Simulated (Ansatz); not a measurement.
# Σ5 (210) boundary in fcc Cu: structure and resistance

Wanted: what the Σ5 (210) boundary in fcc Cu costs an interconnect.

Calculated with Ansatz 0.2.0; Ansatz plane-wave DFT, PBEsol, PAW files; relaxation of a bicrystal slab with its lowest layers held; PAW set soft_1, in the first sound run; inputs show where later runs differ.

## Step 1: Starting point

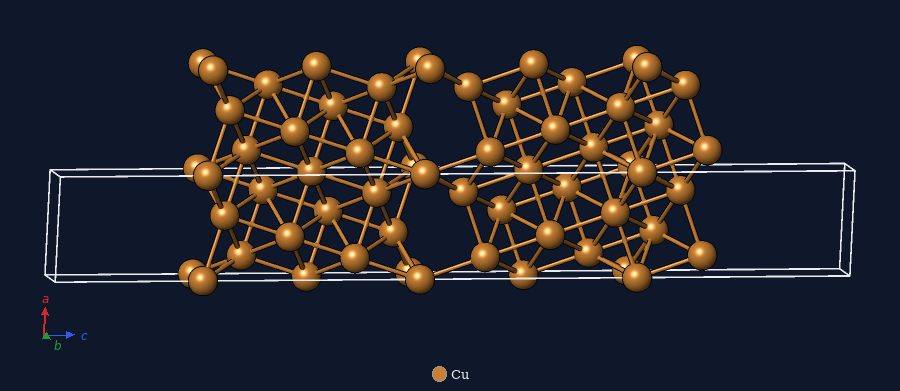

The cell as given, from the side, with the c axis across the page (copper orange). 2×1×1 cells are drawn. Some periodic images of atoms are drawn too.

The cell holds 23 atoms: 23 Cu. Cell: a = 4.427 Å, b = 3.615 Å, c = 29.592 Å, α = 90.0°, β = 90.0°, γ = 65.9°. It derives from Cu. built on the (2 1 0) plane; 2 overlapping atoms removed and the grains opened by 0 Å. Vacuum lies along c.

## Step 2: Relaxing the bicrystal

The boundary is built by mirroring the lower grain in the boundary plane and removing any atoms that overlap. A thin bicrystal slab is relaxed first, with the lowest layers held and the upper grain free to shift and open.

input.yaml

```yaml
crystal:
  lattice:
    - [4.4274037203, 0.0, 0.0]
    - [1.4758012401, 3.2999918941, 0.0]
    - [0.0, 0.0, 29.5915814808]
  atoms:
    - { symbol: Cu, position: [1.0e-10, 0.9999999999, 0.1689669747] }
    - { symbol: Cu, position: [0.6000000001, 0.6999999999, 0.1962831771] }
    - { symbol: Cu, position: [0.2000000001, 0.3999999999, 0.2235993796] }
    - { symbol: Cu, position: [0.8000000001, 0.0999999999, 0.250915582] }
    - { symbol: Cu, position: [0.4000000001, 0.7999999999, 0.2782317844] }
    - { symbol: Cu, position: [1.0e-10, 0.5, 0.3055479868] }
    - { symbol: Cu, position: [0.6000000001, 0.2, 0.3328641892] }
    - { symbol: Cu, position: [0.2, 0.9, 0.3601803916] }
    - { symbol: Cu, position: [0.8, 0.6, 0.3874965941] }
    - { symbol: Cu, position: [0.4, 0.3, 0.4148127965] }
    - { symbol: Cu, position: [0.0, 0.0, 0.4421289989] }
    - { symbol: Cu, position: [0.8, 0.6, 0.4967614037] }
    - { symbol: Cu, position: [0.2, 0.9, 0.5240776062] }
    - { symbol: Cu, position: [0.6000000001, 0.2, 0.5513938086] }
    - { symbol: Cu, position: [1.0e-10, 0.5, 0.578710011] }
    - { symbol: Cu, position: [0.4000000001, 0.7999999999, 0.6060262134] }
    - { symbol: Cu, position: [0.8000000001, 0.0999999999, 0.6333424158] }
    - { symbol: Cu, position: [0.2000000001, 0.3999999999, 0.6606586182] }
    - { symbol: Cu, position: [0.6000000001, 0.6999999999, 0.6879748207] }
    - { symbol: Cu, position: [1.0e-10, 0.9999999999, 0.7152910231] }
    - { symbol: Cu, position: [0.4000000002, 0.2999999999, 0.7426072255] }
    - { symbol: Cu, position: [0.8000000002, 0.5999999999, 0.7699234279] }
    - { symbol: Cu, position: [0.2000000002, 0.8999999999, 0.7972396303] }
kpoints:
  mp_grid: { grid: [7, 7, 1] }
hamiltonian:
  xc: pbesol
  pseudopotentials: { kind: paw, azcp: { folder: soft_1 }, xc_functional: pbe }
scf:
  occupations: { method: fermi_dirac, width: 0.1 }
relax:
  f_tol: 0.03
  max_steps: 80
  constraints: [{ sites: [0, 1, 2, 3] }]
```

Launch:

```sh
$ ansatz run input.yaml --threads 4 --pin off --max-ram 15360MiB --backend cpu --events-out ev --progress --plain --runs-dir out
```

Numbers of over 12 decimals in the logs are rounded to 6 here.

Log:

```text
Engine: ansatz 0.2.0, aarch64-unknown-linux-gnu
Pseudopotentials: kind: paw
Pseudopotential: Cu, paw, valence charge 19, recommended cutoff 420 eV (normal), soft_1/Cu.paw.azcp
Functional definition: PBEsol
  exchange = pbesol_x
  correlation = pbesol_c
Crystal: 23 atoms, lattice volume = 432.345 Å³
Basis set: ecut = 420 eV, 8449 PW (Γ), exchange–correlation on 60×50×400 points (8 copies of the dense FFT grid, shifted against one another)
Bands: 263, of which v1, the nominal top of the filled ones, is band 219 counted from 1 (218 counted from 0)
Symmetry: 2 space group operations
Space group: Cm (ITA 8), of the structure as read, at distance tolerance 7.6e-5 Å
k-points: 16 of 49 (time reversal used)
Non-local potential: Cu, projectors of the file, l = 0: 3, l = 1: 2, l = 2: 3, l = 3: 1
PAW form: soft (Blöchl's): semilocal exchange-correlation on the pseudo side does not see the compensation charge
PAW frozen core: Cu, regenerated for the run's functional, and the local potential with it (the file was generated under x = pbe(κ = 0.804, μ = 0.219515), c = pbe(β = 0.066725))
PAW one-centre angular grid: Cu, 590 points (default); XC on 64 Gauss nodes
Initial density: superposition of atomic densities (neutral atoms: chi_scale 0, normalization atom)
Initial wavefunctions: pseudopotential atomic-orbital guess
Functional: x = pbesol(κ = 0.804, μ = 0.123457), c = pbesol(β = 0.046)
SCF iter   1: F=—  HF=-151559.376391 eV  |F-HF|=—  |Δ(HF+E_count)|=         —  Δρ=2.24e-1  dr2=1.30e2  ethr=3.10e-3  ⟨swp⟩=5.9  Hψ=15548  notcnv=0  defer=140
preconditioner: auto → LDOS  [metal: Δε(μ)=0.014 eV  Ē_g=8.032 eV  σ=0.100 eV  W_gap=0.04  n_scr=142 (ndim 8)  ℏωp=28.4 eV  f_vac=0.323  D(μ)=11.79/eV (n_scr^D=94)  β→1.0]
SCF iter   2: F=—  HF=-151719.421696 eV  |F-HF|=—  |Δ(HF+E_count)|=    1.60e2  Δρ=4.67e-1  dr2=5.51e2  ethr=3.10e-3  ⟨swp⟩=4.0  Hψ=13994  notcnv=0  defer=429  recentre
SCF iter   3: F=—  HF=-151537.427610 eV  |F-HF|=—  |Δ(HF+E_count)|=    1.82e2  Δρ=4.48e-2  dr2=5.69e0  ethr=3.10e-3  ⟨swp⟩=4.0  Hψ=11299  notcnv=0  defer=477
SCF iter   4: F=—  HF=-151536.584560 eV  |F-HF|=—  |Δ(HF+E_count)|=   8.43e-1  Δρ=2.17e-2  dr2=1.19e0  ethr=1.30e-3  ⟨swp⟩=2.2  Hψ=6990  notcnv=0  defer=471
SCF iter   5: F=—  HF=-151536.365792 eV  |F-HF|=—  |Δ(HF+E_count)|=   2.19e-1  Δρ=4.49e-3  dr2=5.89e-2  ethr=2.73e-4  ⟨swp⟩=2.0  Hψ=7209  notcnv=0  defer=471
SCF iter   6: F=—  HF=-151536.377650 eV  |F-HF|=—  |Δ(HF+E_count)|=   1.19e-2  Δρ=2.17e-3  dr2=1.72e-2  ethr=1.35e-5  ⟨swp⟩=2.0  Hψ=5904  notcnv=0  defer=471
SCF iter   7: F=—  HF=-151536.378248 eV  |F-HF|=—  |Δ(HF+E_count)|=   5.98e-4  Δρ=8.05e-4  dr2=3.10e-3  ethr=3.94e-6  ⟨swp⟩=2.0  Hψ=5779  notcnv=0  defer=471
SCF iter   8: F=—  HF=-151536.378653 eV  |F-HF|=—  |Δ(HF+E_count)|=   4.05e-4  Δρ=4.71e-4  dr2=1.08e-3  ethr=7.10e-7  ⟨swp⟩=2.0  Hψ=5751  notcnv=0  defer=471
SCF iter   9: F=—  HF=-151536.378599 eV  |F-HF|=—  |Δ(HF+E_count)|=   5.37e-5  Δρ=1.53e-4  dr2=1.66e-4  ethr=2.46e-7  ⟨swp⟩=2.0  Hψ=5291  notcnv=0  defer=471
SCF iter  10: F=-151536.378626 eV  HF=-151536.378623 eV  |F-HF|=3.87e-6  |Δ(HF+E_count)|=   2.34e-5  Δρ=6.74e-5  dr2=1.47e-5  ethr=5.15e-9  ⟨swp⟩=3.0  Hψ=15517  notcnv=0
SCF 1 converged in 10 iterations: F = -151536.378626 eV  dr2 = 1.47e-5
  greatest PAW one-centre occupation: 1.000 electrons in one spin orbital (limit 2), on the Cu atom at site 22 (counted from 0), in its partial waves of l = 0
relax step   1: F+E_penalty+E_count = -151536.37862643 eV  Δ(F+E_penalty+E_count) = +0.000e0 eV  max|allowed force component| = 9.281e-1 eV/Å  Δτ_max = 0.0000 Å  (10 SCF iters, dr2 threshold 2.25e-5 eV, accepted)
Initial density: handed on by an earlier stage of this run
Initial wavefunctions: those handed on with the density
iter 1 solved again at ethr=3.82e-4 eV; its pass at ethr=3.10e-3 eV (dr2=1.67e0 eV) is discarded
SCF iter   1: F=—  HF=-151536.907537 eV  |F-HF|=—  |Δ(HF+E_count)|=         —  Δρ=2.08e-2  dr2=1.65e0  ethr=3.82e-4  ⟨swp⟩=1.2  Hψ=17247  notcnv=0  defer=224
preconditioner: auto → LDOS  [metal: Δε(μ)=0.012 eV  Ē_g=8.871 eV  σ=0.100 eV  W_gap=0.03  n_scr=142 (ndim 8)  ℏωp=28.4 eV  f_vac=0.325  D(μ)=8.34/eV (n_scr^D=34)  β→1.0]
SCF iter   2: F=—  HF=-151537.002521 eV  |F-HF|=—  |Δ(HF+E_count)|=   9.50e-2  Δρ=2.63e-2  dr2=2.05e0  ethr=3.78e-4  ⟨swp⟩=2.7  Hψ=7368  notcnv=0  defer=224
SCF iter   3: F=—  HF=-151536.626293 eV  |F-HF|=—  |Δ(HF+E_count)|=   3.76e-1  Δρ=8.19e-3  dr2=5.16e-1  ethr=3.78e-4  ⟨swp⟩=2.0  Hψ=8251  notcnv=0  defer=482
SCF iter   4: F=—  HF=-151536.597001 eV  |F-HF|=—  |Δ(HF+E_count)|=   2.93e-2  Δρ=2.85e-3  dr2=5.04e-2  ethr=1.18e-4  ⟨swp⟩=2.0  Hψ=5317  notcnv=0  defer=482
SCF iter   5: F=—  HF=-151536.596782 eV  |F-HF|=—  |Δ(HF+E_count)|=   2.18e-4  Δρ=2.74e-3  dr2=1.94e-2  ethr=1.15e-5  ⟨swp⟩=2.5  Hψ=7129  notcnv=0  defer=482
SCF iter   6: F=—  HF=-151536.594023 eV  |F-HF|=—  |Δ(HF+E_count)|=   2.76e-3  Δρ=3.95e-4  dr2=8.33e-4  ethr=4.44e-6  ⟨swp⟩=2.1  Hψ=7055  notcnv=0  defer=482
SCF iter   7: F=—  HF=-151536.594202 eV  |F-HF|=—  |Δ(HF+E_count)|=   1.78e-4  Δρ=1.57e-4  dr2=3.87e-4  ethr=1.91e-7  ⟨swp⟩=2.1  Hψ=5777  notcnv=0  defer=482
SCF iter   8: F=—  HF=-151536.594462 eV  |F-HF|=—  |Δ(HF+E_count)|=   2.61e-4  Δρ=1.63e-4  dr2=1.21e-4  ethr=8.86e-8  ⟨swp⟩=2.2  Hψ=5823  notcnv=0  defer=482
SCF iter   9: F=-151536.594432 eV  HF=-151536.594447 eV  |F-HF|=1.46e-5  |Δ(HF+E_count)|=   1.56e-5  Δρ=7.16e-5  dr2=2.16e-5  ethr=1.23e-8  ⟨swp⟩=3.0  Hψ=14893  notcnv=0
SCF 2 converged in 9 iterations: F = -151536.594432 eV  dr2 = 2.16e-5
  greatest PAW one-centre occupation: 1.000 electrons in one spin orbital (limit 2), on the Cu atom at site 0 (counted from 0), in its partial waves of l = 0
relax step   2: F+E_penalty+E_count = -151536.59443229 eV  Δ(F+E_penalty+E_count) = -2.158e-1 eV  max|allowed force component| = 6.271e-1 eV/Å  Δτ_max = 0.1938 Å  (9 SCF iters, dr2 threshold 5.38e-5 eV, accepted)
iter 1 solved again at ethr=2.53e-4 eV; its pass at ethr=3.10e-3 eV (dr2=1.11e0 eV) is discarded
SCF iter   1: F=—  HF=-151537.022729 eV  |F-HF|=—  |Δ(HF+E_count)|=         —  Δρ=1.91e-2  dr2=1.22e0  ethr=2.53e-4  ⟨swp⟩=1.6  Hψ=15172  notcnv=0  defer=448
preconditioner: auto → LDOS  [metal: Δε(μ)=0.024 eV  Ē_g=8.915 eV  σ=0.100 eV  W_gap=0.06  n_scr=142 (ndim 8)  ℏωp=28.4 eV  f_vac=0.330  D(μ)=8.21/eV (n_scr^D=34)  β→1.0]
SCF iter   2: F=—  HF=-151537.054919 eV  |F-HF|=—  |Δ(HF+E_count)|=   3.22e-2  Δρ=2.21e-2  dr2=1.47e0  ethr=2.53e-4  ⟨swp⟩=2.7  Hψ=7437  notcnv=0  defer=448
SCF iter   3: F=—  HF=-151536.813346 eV  |F-HF|=—  |Δ(HF+E_count)|=   2.42e-1  Δρ=9.38e-3  dr2=4.09e-1  ethr=2.53e-4  ⟨swp⟩=2.1  Hψ=8254  notcnv=0  defer=482
[...]
SCF iter  10: F=-151536.770415 eV  HF=-151536.770415 eV  |F-HF|=1.39e-7  |Δ(HF+E_count)|=   1.91e-6  Δρ=2.19e-5  dr2=2.00e-6  ethr=5.62e-9  ⟨swp⟩=4.0  Hψ=11809  notcnv=0
SCF 3 converged in 10 iterations: F = -151536.770415 eV  dr2 = 2.00e-6
relax step   3: F+E_penalty+E_count = -151536.77041482 eV  Δ(F+E_penalty+E_count) = -1.760e-1 eV  max|allowed force component| = 1.992e-1 eV/Å  Δτ_max = 0.1938 Å  (10 SCF iters, dr2 threshold 2.46e-5 eV, accepted)
[... from here on, the SCF cycles and remarks between the steps are left out ...]
relax step   4: F+E_penalty+E_count = -151536.95859477 eV  Δ(F+E_penalty+E_count) = -1.882e-1 eV  max|allowed force component| = 1.509e-1 eV/Å  Δτ_max = 0.2000 Å  (11 SCF iters, dr2 threshold 4.00e-6 eV, accepted)
relax step   5: F+E_penalty+E_count = -151537.09022328 eV  Δ(F+E_penalty+E_count) = -1.316e-1 eV  max|allowed force component| = 6.658e-2 eV/Å  Δτ_max = 0.1900 Å  (11 SCF iters, dr2 threshold 2.30e-6 eV, accepted)
relax step   6: F+E_penalty+E_count = -151537.17186121 eV  Δ(F+E_penalty+E_count) = -8.164e-2 eV  max|allowed force component| = 2.034e-1 eV/Å  Δτ_max = 0.1952 Å  (12 SCF iters, accepted)
relax step   7: F+E_penalty+E_count = -151537.20710271 eV  Δ(F+E_penalty+E_count) = -3.524e-2 eV  max|allowed force component| = 1.250e-1 eV/Å  Δτ_max = 0.2000 Å  (10 SCF iters, dr2 threshold 8.05e-6 eV, accepted)
relax step   8: F+E_penalty+E_count = -151537.21121180 eV  Δ(F+E_penalty+E_count) = -4.109e-3 eV  max|allowed force component| = 1.304e-1 eV/Å  Δτ_max = 0.1656 Å  (9 SCF iters, dr2 threshold 5.90e-6 eV, accepted)
relax step   9: F+E_penalty+E_count = -151537.22097516 eV  Δ(F+E_penalty+E_count) = -9.763e-3 eV  max|allowed force component| = 7.505e-3 eV/Å  Δτ_max = 0.0637 Å  (9 SCF iters, dr2 threshold 6.43e-6 eV, accepted)
relax step  10: F+E_penalty+E_count = -151537.22097729 eV  Δ(F+E_penalty+E_count) = -2.131e-6 eV  max|allowed force component| = 7.481e-3 eV/Å  Δτ_max = 0.0000 Å  (4 SCF iters, accepted)
SCF iter   1: F=—  HF=-151537.245912 eV  |F-HF|=—  |Δ(HF+E_count)|=         —  Δρ=4.82e-3  dr2=5.68e-2  ethr=1.24e-4  ⟨swp⟩=4.8  Hψ=8894  notcnv=0  defer=478
preconditioner: auto → LDOS  [metal: Δε(μ)=0.028 eV  Ē_g=9.185 eV  σ=0.100 eV  W_gap=0.07  n_scr=142 (ndim 8)  ℏωp=28.4 eV  f_vac=0.359  D(μ)=6.82/eV (n_scr^D=28)  β→1.0]
SCF iter   2: F=—  HF=-151537.228823 eV  |F-HF|=—  |Δ(HF+E_count)|=   1.71e-2  Δρ=3.15e-3  dr2=3.22e-2  ethr=1.30e-5  ⟨swp⟩=2.2  Hψ=8061  notcnv=0  defer=478
SCF iter   3: F=—  HF=-151537.229899 eV  |F-HF|=—  |Δ(HF+E_count)|=   1.08e-3  Δρ=3.93e-3  dr2=3.98e-2  ethr=7.36e-6  ⟨swp⟩=2.5  Hψ=7133  notcnv=0  defer=478
SCF iter   4: F=—  HF=-151537.223338 eV  |F-HF|=—  |Δ(HF+E_count)|=   6.56e-3  Δρ=1.44e-3  dr2=5.12e-3  ethr=7.36e-6  ⟨swp⟩=2.0  Hψ=5822  notcnv=0  defer=478
SCF iter   5: F=—  HF=-151537.222319 eV  |F-HF|=—  |Δ(HF+E_count)|=   1.02e-3  Δρ=5.95e-4  dr2=8.50e-4  ethr=1.17e-6  ⟨swp⟩=2.3  Hψ=6938  notcnv=0  defer=478
SCF iter   6: F=—  HF=-151537.222104 eV  |F-HF|=—  |Δ(HF+E_count)|=   2.15e-4  Δρ=1.11e-4  dr2=3.35e-5  ethr=1.95e-7  ⟨swp⟩=2.0  Hψ=6530  notcnv=0  defer=478
SCF iter   7: F=—  HF=-151537.221795 eV  |F-HF|=—  |Δ(HF+E_count)|=   3.08e-4  Δρ=7.43e-5  dr2=1.68e-5  ethr=7.66e-9  ⟨swp⟩=3.0  Hψ=8958  notcnv=0  defer=478
SCF iter   8: F=—  HF=-151537.221795 eV  |F-HF|=—  |Δ(HF+E_count)|=   3.40e-7  Δρ=5.80e-5  dr2=1.02e-5  ethr=3.84e-9  ⟨swp⟩=2.1  Hψ=6393  notcnv=0  defer=478
SCF iter   9: F=—  HF=-151537.221794 eV  |F-HF|=—  |Δ(HF+E_count)|=   1.61e-6  Δρ=1.76e-5  dr2=1.06e-6  ethr=2.34e-9  ⟨swp⟩=2.0  Hψ=5926  notcnv=0  defer=478
SCF iter  10: F=-151537.221793 eV  HF=-151537.221793 eV  |F-HF|=2.18e-9  |Δ(HF+E_count)|=   8.42e-8  Δρ=4.20e-6  dr2=8.33e-8  ethr=2.29e-11  ⟨swp⟩=3.6  Hψ=16761  notcnv=0
SCF 11 converged in 10 iterations: F = -151537.221793 eV  dr2 = 8.33e-8
relax step  11: F+E_penalty+E_count = -151537.22179342 eV  Δ(F+E_penalty+E_count) = -8.161e-4 eV  max|allowed force component| = 1.505e-2 eV/Å  Δτ_max = 0.0315 Å  (10 SCF iters, accepted)
SCF converged after 10 iterations
Free energy (F): -151537.221793 eV
Harris-Foulkes:  -151537.221793 eV  (|F-HF|=2.18e-9)
Internal energy: -151536.995131 eV  (E = F + TS)
E sigma→0 (E₀):  -151537.108462 eV
Entropy (-TS):   -0.226662 eV (-9.855 meV/atom)
Fermi energy:    8.556561 eV
--- Per-component energies (eV) ---
  E_band       = -11803.645339
  E_kinetic    = 6033.546354
  E_local      = -952314.233081  (includes V_loc(G=0)·N_el)
  E_nonlocal   = 20515.081521
  E_hartree    = 466519.870896
  E_xc         = -1575.699157
  E_vxc        = -2042.075208  (∫ρ·V_xc dr)
  E_paw        = -40920.570079  (= ΣΔE_a)
  E_vpaw       = -17035.589422  (= ΣTr[D̂ρ^β])
  E_aug_tail   = 0.021891  (compensation charges beyond the density's cutoff)
  E_ewald      = 350200.243863
  E_core_change = 4.742661  (= ΣΔE_core)
  E_smearing   = -0.226662  (= −TS)
  E_closure    = -0.000000  (closes the sum)
  Σ components = -151537.221793   (vs F -151537.221793, Δ=0.00e0)
--- Forces (eV/Å), atoms counted from 1 ---
  atom   1  Cu    -0.02116281     0.00946430     0.92050048
  atom   2  Cu     0.08478350    -0.03791633     0.04847727
  atom   3  Cu    -0.02924389     0.01307826    -0.53536563
  atom   4  Cu    -0.05421675     0.02424647    -0.42437963
  atom   5  Cu     0.00082167    -0.00036746    -0.00263698
  atom   6  Cu     0.00089952    -0.00040228    -0.00604072
  atom   7  Cu    -0.00088066     0.00039384    -0.00840034
  atom   8  Cu    -0.00304360     0.00136114    -0.00412415
  atom   9  Cu     0.00496294    -0.00221950     0.00005804
  atom  10  Cu     0.00600956    -0.00268756     0.01505142
  atom  11  Cu    -0.00062864     0.00028114     0.00321385
  atom  12  Cu    -0.00353323     0.00158011    -0.00367210
  atom  13  Cu     0.00052194    -0.00023342    -0.01092948
  atom  14  Cu    -0.00070671     0.00031605     0.00166448
  atom  15  Cu     0.00200171    -0.00089519     0.00368954
  atom  16  Cu     0.00130071    -0.00058169    -0.00381824
  atom  17  Cu     0.00193259    -0.00086428    -0.00380184
  atom  18  Cu     0.00082794    -0.00037027    -0.00355713
  atom  19  Cu     0.00161885    -0.00072397     0.00122181
  atom  20  Cu     0.00218432    -0.00097686     0.00346639
  atom  21  Cu     0.00159316    -0.00071248     0.00245688
  atom  22  Cu     0.00252680    -0.00113002     0.00329101
  atom  23  Cu     0.00143248    -0.00064062     0.00372867
  max |Σ_I F_I| component: 9.36e-5 eV/Å
--- Relaxed structure (11 steps of the walk, 11 accepted, 0 SCFs on fresh bases) ---
  F+E_penalty+E_count = -151537.22179342 eV   max|allowed force component| = 1.505e-2 eV/Å
  atoms:
    - { symbol: Cu, position: [9.999989725173464e-11, 1.000000, 0.1689669747] }
    - { symbol: Cu, position: [0.6000000001, 0.700000, 0.1962831771] }
    - { symbol: Cu, position: [0.2000000001, 0.400000, 0.223599] }
    - { symbol: Cu, position: [0.800000, 0.100000, 0.250916] }
    - { symbol: Cu, position: [0.398759, 0.800621, 0.276242] }
    - { symbol: Cu, position: [-0.00817197, 0.504086, 0.303269] }
    - { symbol: Cu, position: [0.586254, 0.206873, 0.330756] }
    - { symbol: Cu, position: [0.192433, 0.903783, 0.354210] }
    - { symbol: Cu, position: [0.764351, 0.617824, 0.381832] }
    - { symbol: Cu, position: [0.364976, 0.317512, 0.422408] }
    - { symbol: Cu, position: [-0.036730, 0.018365, 0.426103] }
    - { symbol: Cu, position: [0.733958, 0.633021, 0.468500] }
    - { symbol: Cu, position: [0.162188, 0.918906, 0.498490] }
    - { symbol: Cu, position: [0.555542, 0.222229, 0.520420] }
    - { symbol: Cu, position: [-0.042358, 0.521179, 0.548320] }
    - { symbol: Cu, position: [0.367025, 0.816488, 0.575515] }
    - { symbol: Cu, position: [0.768773, 0.115613, 0.601107] }
    - { symbol: Cu, position: [0.172931, 0.413535, 0.627890] }
    - { symbol: Cu, position: [0.574151, 0.712925, 0.654179] }
    - { symbol: Cu, position: [-0.024123, 1.012061, 0.679957] }
    - { symbol: Cu, position: [0.390455, 0.304772, 0.708595] }
    - { symbol: Cu, position: [0.788342, 0.605829, 0.733155] }
    - { symbol: Cu, position: [0.184943, 0.907529, 0.755169] }
```

Wall time 18 min (4 threads of Arm Neoverse V1, shared host); peak memory 3 GiB.

[end of part 1 of 3]

[Logs are printed without paths, hosts, clocks, repeated set-up lines and the standing remarks that a program may print on its own settings, such as how far it seeks lower states.]

[Hosts, paths, dates, database ids (printed as entryN), source tags and the programs' standing remarks are cut or masked in the printed files.]
